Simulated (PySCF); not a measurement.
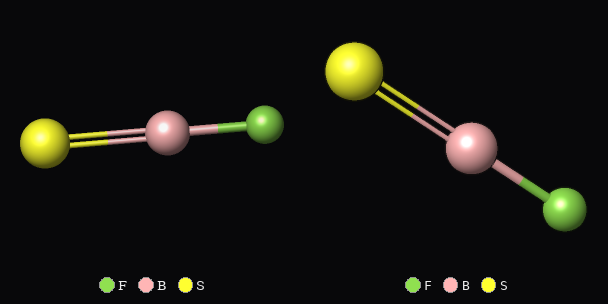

Both panels show the same species.

The computed structure is the end point of a PBE0-D3(BJ)/def2-TZVP optimisation. No frequency run is at hand to confirm it as a minimum.

**Give the formula.**

BSF, 3 atoms: 1 boron, 1 sulfur and 1 fluorine.

**Which point group does it belong to?**

C∞v.

**How many bonds of each kind are drawn?**

1 B–F, 1 B–S.

**Write the SMILES.**

FB=S

More results for the same structure follow; atom numbers are the same in all pictures, views and colours differ.

### Shape

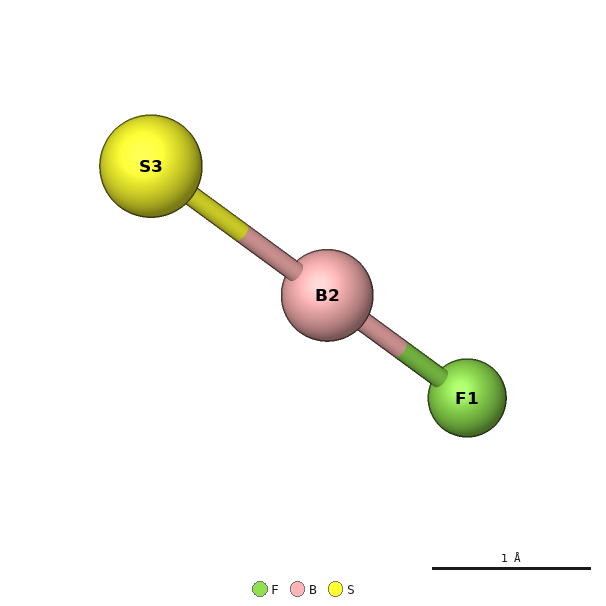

No frequency run is at hand to confirm it as a minimum.

What are the angles F1–B2–S3?

```csv
angle,degrees
F1–B2–S3,180.0
```

### Electronic properties

No frequency run is at hand to confirm it as a minimum. Level of theory: ωB97X-D/pcSseg-2 in chloroform (IEF-PCM) (PySCF 2.14.0).

Predict the main results.

- dipole moment: 1.68 D
- HOMO energy (Kohn–Sham orbital): −10.26 eV
- LUMO energy (Kohn–Sham orbital): 1.56 eV
- HOMO–LUMO gap: 11.83 eV

### NMR shielding

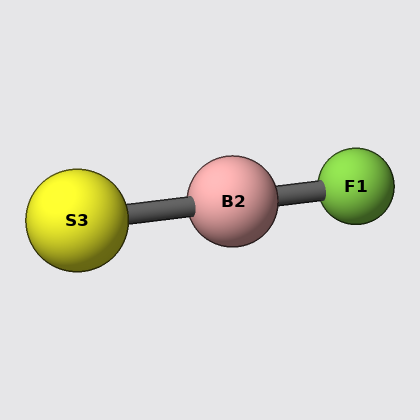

No frequency run is at hand to confirm it as a minimum. Level of theory: GIAO B97-2/pcSseg-2 NMR shielding, non-relativistic, gas phase (PySCF 2.14.0). Principal shieldings σ11 ≤ σ22 ≤ σ33, span Ω = σ33 − σ11, skew κ = 3(σiso − σ22)/Ω.

Give the shielding tensors of the B atoms.

| atom | σ11 | σ22 | σ33 | σiso | Ω | κ |
| --- | --- | --- | --- | --- | --- | --- |
| B2 | 6.2 | 6.2 | 225.0 | 79.1 | 218.8 | 1.00 |

Shieldings and span in ppm.

### Bond orders

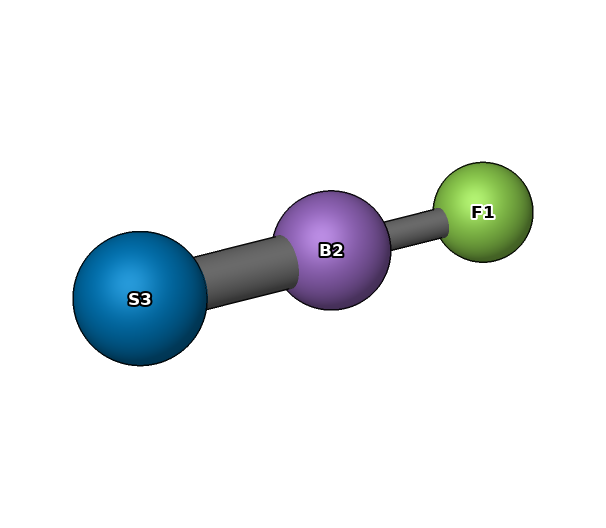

The thickness of each stick grows with its Mayer bond order. No frequency run is at hand to confirm it as a minimum. Method: PBE0/pcSseg-2 (PySCF 2.14.0).

List the Mayer bond orders of F1–B2, B2–S3.

| bond | Mayer order | length (Å) |
| --- | --- | --- |
| F1–B2 | 1.16 | 1.278 |
| B2–S3 | 2.35 | 1.609 |

### Quadrupole coupling

No frequency run is at hand to confirm it as a minimum. Electric field gradients from the ground-state density, PBE0/pcSseg-2 (PySCF 2.14.0), non-relativistic apart from any core potentials.

Give the largest field-gradient component, the quadrupole coupling constant and the asymmetry for 11B at B2 (Q = 40.59 mb), 33S at S3 (Q = −67.81 mb).

```
atom  V_zz (a.u.)  e²qQ/h (MHz)     η
  B2       −0.298         −2.84  0.00
  S3        0.545         −8.69  0.00
```
